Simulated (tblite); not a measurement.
## C₄H₂F₃Ga: molecular dynamics

- system: C₄H₂F₃Ga, SMILES FC(F)=C(F)C#[C][GaH2]
- method: GFN2-xTB Langevin dynamics, gas phase (tblite 0.8.0)

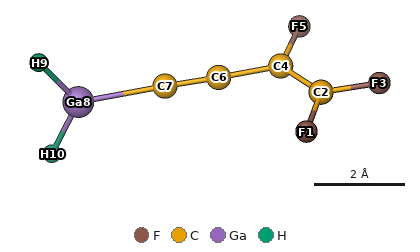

Figure 1. The starting structure (ball-and-stick view, seen at a tilt; atoms are numbered from 1 in the order of the input). Sticks mark near contacts.

The input:
```
{"job": {"kind": "md", "xc": "GFN2-xTB", "basis": "xTB", "temperature": 200, "steps": 2000, "every": 50}, "charge": 0, "multiplicity": 1}
F     -1.861281     1.641632     0.841628
C     -2.313840     0.462672     0.441711
F     -3.615362     0.358145     0.642710
C     -1.527353    -0.477556    -0.092223
F     -2.070544    -1.649505    -0.471905
C     -0.137900    -0.314737    -0.287396
C      1.059866    -0.214004    -0.474887
Ga     2.999628     0.009861    -0.753150
H      3.978461    -0.424680     0.380057
H      3.497208     0.612827    -2.101913
```

The first line tells a small driver script what to run in tblite; the rest is the geometry in Å.

Command:
```bash
OMP_NUM_THREADS=1 python <driver script> task.json out
```

Log:
```
t/fs     T/K      E/eV
    0.0   169.5   -675.95878
   25.0    89.6   -675.79127
   50.0   126.1   -675.84984
   75.0   114.4   -675.81818
  100.0   139.3   -675.88479
  125.0   106.2   -675.86330
  150.0   177.9   -675.86357
  175.0   120.7   -675.88630
  200.0   147.0   -675.85381
  225.0   162.5   -675.83541
  250.0   156.2   -675.83871
  275.0   242.1   -675.81605
  300.0   155.5   -675.80068
  325.0   135.7   -675.74673
  350.0   203.9   -675.82207
  375.0   132.0   -675.78159
  400.0   139.4   -675.84656
  425.0   112.5   -675.72230
  450.0   124.8   -675.73569
  475.0   190.4   -675.80514
  500.0   147.6   -675.81557
  525.0   202.7   -675.78670
  550.0   178.8   -675.65598
  575.0   260.9   -675.75031
  600.0   204.5   -675.55693
  625.0   225.3   -675.69844
  650.0   241.9   -675.75054
  675.0   221.4   -675.73005
  700.0   289.7   -675.79588
  725.0   220.0   -675.81302
  750.0   152.0   -675.74697
  775.0   246.0   -675.74774
  800.0   206.8   -675.73545
  825.0   245.7   -675.78262
  850.0   232.6   -675.76365
  875.0   238.5   -675.76494
  900.0   200.5   -675.79092
  925.0   217.3   -675.76619
  950.0   304.1   -675.77298
  975.0   256.6   -675.80034
 1000.0   181.4   -675.68054
```

Trajectory as extended XYZ (Å, eV, eV/Å), 10 of the 41 frames kept, from step=0 to step=40:
```
10
Properties=species:S:1:pos:R:3:forces:R:3 step=0 time_fs=0.0 energy=-675.95878 temperature=169.5
F    -1.8613    1.6416    0.8416   -0.0023  -0.0019  -0.0009
C    -2.3138    0.4627    0.4417    0.0024  -0.0031  -0.0012
F    -3.6154    0.3581    0.6427    0.0031  -0.0027  -0.0008
C    -1.5274   -0.4776   -0.0922    0.0036   0.0008  -0.0006
F    -2.0705   -1.6495   -0.4719   -0.0045   0.0072   0.0041
C    -0.1379   -0.3147   -0.2874   -0.0003  -0.0024  -0.0047
C     1.0599   -0.2140   -0.4749    0.0027   0.0012   0.0050
Ga    2.9996    0.0099   -0.7532    0.0031   0.0053   0.0013
H     3.9785   -0.4247    0.3801   -0.0062  -0.0023  -0.0011
H     3.4972    0.6128   -2.1019   -0.0017  -0.0021  -0.0012
10
Properties=species:S:1:pos:R:3:forces:R:3 step=4 time_fs=100.0 energy=-675.88479 temperature=139.3
F    -1.8497    1.6110    0.7779    0.1881   0.2887   0.1103
C    -2.3417    0.4585    0.3822   -0.7343   0.1221   0.1691
F    -3.6705    0.4591    0.4924    0.3562  -0.0916   0.0248
C    -1.6009   -0.5670   -0.0226    1.0839   0.0041  -0.7445
F    -2.2092   -1.6839   -0.4460    0.0333  -0.1991   0.1003
C    -0.1846   -0.4413   -0.2728   -1.0636  -0.0599   0.2929
C     0.9788   -0.2737   -0.5773    0.0852  -0.1366   0.1848
Ga    2.9093    0.0036   -0.8237    0.1019   0.0214  -0.2177
H     4.0180   -0.8964   -0.1919   -0.0998  -0.0081   0.0711
H     3.2808    1.1190   -1.8468    0.0492   0.0590   0.0087
10
Properties=species:S:1:pos:R:3:forces:R:3 step=9 time_fs=225.0 energy=-675.83541 temperature=162.5
F    -1.8256    1.6403    0.7666   -0.0261   0.0628   0.1023
C    -2.2661    0.4426    0.4078    1.1640  -0.3744  -0.2516
F    -3.5192    0.2749    0.7232   -0.6205  -0.0335   0.0097
C    -1.4409   -0.4869   -0.1316   -2.1036   0.5429   0.3555
F    -2.0305   -1.6354   -0.5397    0.3089  -0.0722   0.0734
C    -0.0944   -0.2850   -0.3393    0.9480  -0.3376  -0.1900
C     1.1141   -0.3708   -0.4613    0.1402   0.1847  -0.1362
Ga    2.9852    0.0295   -0.8838    0.0325   0.7119  -0.3938
H     4.0992   -0.6813   -0.1185    0.2845  -0.2181   0.1335
H     3.3038    1.2682   -1.8876   -0.1277  -0.4664   0.2974
10
Properties=species:S:1:pos:R:3:forces:R:3 step=13 time_fs=325.0 energy=-675.74673 temperature=135.7
F    -1.6327    1.6155    0.8200   -0.0593   0.2443   0.0019
C    -2.1766    0.4413    0.5575    1.6567  -1.6980  -1.1682
F    -3.4401    0.3808    0.8843   -0.4863  -0.0029   0.3173
C    -1.4517   -0.5804   -0.0199    0.2747   2.4749   0.4449
F    -2.0239   -1.7609   -0.1748   -0.1758  -0.6215  -0.2292
C    -0.0993   -0.3529   -0.4901   -0.8334  -0.2696   0.4576
C     1.0174   -0.1249   -0.9260    0.2465  -0.0477   0.2238
Ga    3.0496   -0.0788   -0.9712   -0.4248  -0.2770  -0.0597
H     3.6565   -1.4305   -0.3080   -0.0338   0.4961  -0.2108
H     3.8633    1.0885   -1.7066   -0.1645  -0.2987   0.2223
10
Properties=species:S:1:pos:R:3:forces:R:3 step=18 time_fs=450.0 energy=-675.73569 temperature=124.8
F    -1.4864    1.5369    0.6906   -1.1150  -1.1244  -0.0260
C    -2.2244    0.3793    0.5783    0.6565   0.9185  -0.1312
F    -3.4510    0.5223    1.0511    0.3707   0.0070  -0.1829
C    -1.6589   -0.6624   -0.0516    1.1527   0.4322   0.7601
F    -2.2039   -1.8718   -0.1193   -0.4231  -0.1503  -0.2050
C    -0.2533   -0.5646   -0.3414   -0.2212   0.1686  -0.2383
C     0.9267   -0.3359   -0.5489    0.2818  -0.4152  -0.2113
Ga    2.8930   -0.3322   -1.0983   -0.7839   0.1078   0.3720
H     3.8198   -1.5666   -0.9354   -0.0430  -0.1123  -0.0095
H     3.4091    1.0540   -1.5321    0.1245   0.1681  -0.1278
10
Properties=species:S:1:pos:R:3:forces:R:3 step=22 time_fs=550.0 energy=-675.65598 temperature=178.8
F    -1.5581    1.4969    0.8370   -0.1423   0.8589   0.2949
C    -2.2204    0.3700    0.6421    0.4702   0.9693   0.3302
F    -3.4773    0.4499    1.0248    0.2051  -0.1095  -0.1409
C    -1.5290   -0.6532    0.1737   -1.2634  -1.8570  -0.5936
F    -2.3446   -1.7634   -0.0101    0.9155   0.1465  -0.0829
C    -0.1792   -0.7038   -0.2202    0.6937  -0.3322   0.3209
C     1.0221   -0.9353   -0.3445   -0.1390   0.7336  -0.6209
Ga    2.8382   -0.4226   -1.2205   -0.6826  -0.6125   0.6346
H     4.0140   -1.3963   -0.7553   -0.1009   0.2902  -0.1998
H     2.8892    0.7986   -2.1992    0.0437  -0.0872   0.0576
10
Properties=species:S:1:pos:R:3:forces:R:3 step=27 time_fs=675.0 energy=-675.73005 temperature=221.4
F    -1.7243    1.4832    0.9695    0.6257   0.7115  -0.2821
C    -2.2910    0.3210    0.7465    0.3938  -0.1256   0.2573
F    -3.5374    0.4294    1.1220   -0.6744  -0.6073   0.0812
C    -1.5817   -0.7428    0.3621    0.2595  -1.1519  -0.5252
F    -2.1476   -1.9946    0.3321    0.0955   0.8784  -0.0493
C    -0.2464   -0.6866   -0.1567    0.3044   0.7279   0.0949
C     0.8671   -0.4399   -0.6148   -1.3606  -0.6554   0.6397
Ga    2.7035   -0.3277   -1.2234    0.4728   0.2288   0.1238
H     3.9878   -0.8693   -0.5279   -0.1252  -0.2563   0.1150
H     2.9523    0.7410   -2.2834    0.0084   0.2498  -0.4553
10
Properties=species:S:1:pos:R:3:forces:R:3 step=31 time_fs=775.0 energy=-675.74774 temperature=246.0
F    -2.1303    1.8601    0.7396   -0.0786  -0.6045   0.4180
C    -2.4057    0.5660    0.9186    0.4205  -0.7721  -0.4698
F    -3.5452    0.3450    1.5597    0.0669   0.3746  -0.2077
C    -1.6319   -0.4395    0.4491    0.4186   0.2860  -0.6018
F    -2.1003   -1.7224    0.4020    0.1602   0.7615   0.4578
C    -0.3079   -0.2932   -0.1067   -2.1220  -0.0978   0.8594
C     0.8225   -0.3619   -0.5168    1.1089  -0.0373  -0.2223
Ga    2.6428   -0.4080   -1.2527   -0.4280   0.2206  -0.1723
H     3.9375   -0.1621   -0.5160    0.4059  -0.0168   0.4613
H     2.6369   -0.3854   -2.7741    0.0477  -0.1142  -0.5225
10
Properties=species:S:1:pos:R:3:forces:R:3 step=36 time_fs=900.0 energy=-675.79092 temperature=200.5
F    -2.2961    2.0262    0.5399    0.4849   1.1746   0.0108
C    -2.6223    0.7909    0.7349   -0.2261  -1.3552  -0.4451
F    -3.9262    0.6667    0.8991   -0.3012   0.0439   0.3301
C    -1.8206   -0.2671    0.5505   -0.2172  -0.4769   0.0169
F    -2.3814   -1.5110    0.6794    0.2850   0.5934   0.0592
C    -0.4708   -0.2440    0.1432   -0.5405   0.0332   0.1113
C     0.6339   -0.3047   -0.3511    0.7395  -0.0334  -0.3227
Ga    2.3983   -0.6822   -1.2103    0.3089   0.1006   0.4757
H     3.6581    0.3265   -1.0854   -0.4526  -0.1778  -0.1220
H     2.6769   -2.1886   -1.5724   -0.0808   0.0976  -0.1142
10
Properties=species:S:1:pos:R:3:forces:R:3 step=40 time_fs=1000.0 energy=-675.68054 temperature=181.4
F    -2.0624    2.1031    0.2486   -0.4893  -1.1241  -0.0379
C    -2.5999    0.8918    0.5248    1.8311   0.0029   0.2787
F    -3.8096    0.9722    0.9712   -1.2253   0.4936   0.2132
C    -1.9078   -0.2634    0.6620   -0.0977  -0.0867  -0.3586
F    -2.6210   -1.3199    1.1513    0.3398   0.3828  -0.2724
C    -0.6025   -0.5284    0.1753    0.6345   0.5469  -0.2272
C     0.5445   -0.5387   -0.2679   -1.4114  -0.4636   0.7684
Ga    2.2138   -0.7780   -1.2233    0.5762   0.2976  -0.6574
H     2.4759    0.5947   -2.0004    0.1589  -0.2799   0.0788
H     3.1640   -2.0353   -1.4863   -0.3169   0.2305   0.2145
```

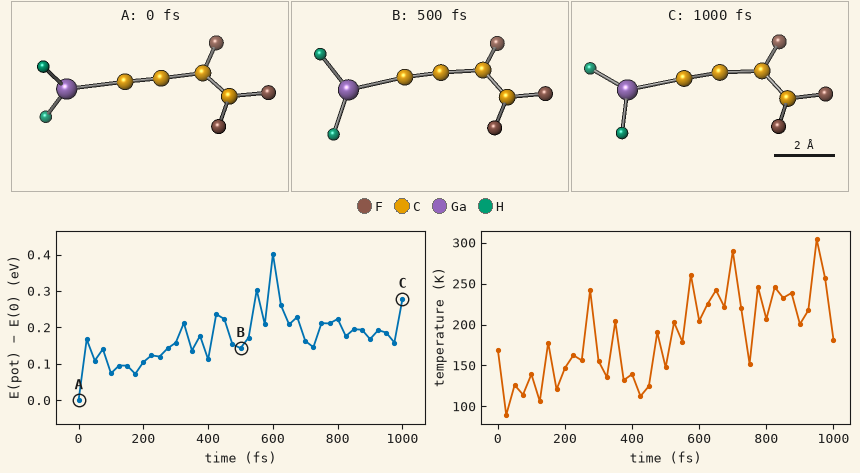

Figure 2. Frames of the molecular dynamics (ball-and-stick, seen at a tilt) above the curves, on which the letters mark them. The trajectory kept here has 41 frames over 1000 fs. The temperature starts at 170 K, ranges from 90 to 304 K and averages 223 K over the second half. The potential energy ends 0.278 eV above its first value. After an unweighted best fit of the last frame on the first, the root-mean-square displacement is 0.82 Å, and H9 has moved furthest (1.73 Å).

Key numbers:

```json
{"quantity": "outcome", "value": "finished"}
{"quantity": "mean temperature over the second half", "value": "223 K"}
{"quantity": "trajectory", "value": "41 frames kept, 1000 fs"}
{"quantity": "hardware", "value": "1 CPU thread, shared host"}
{"quantity": "wall time", "value": "31 s"}
{"quantity": "peak memory", "value": "0.18 GiB"}
```
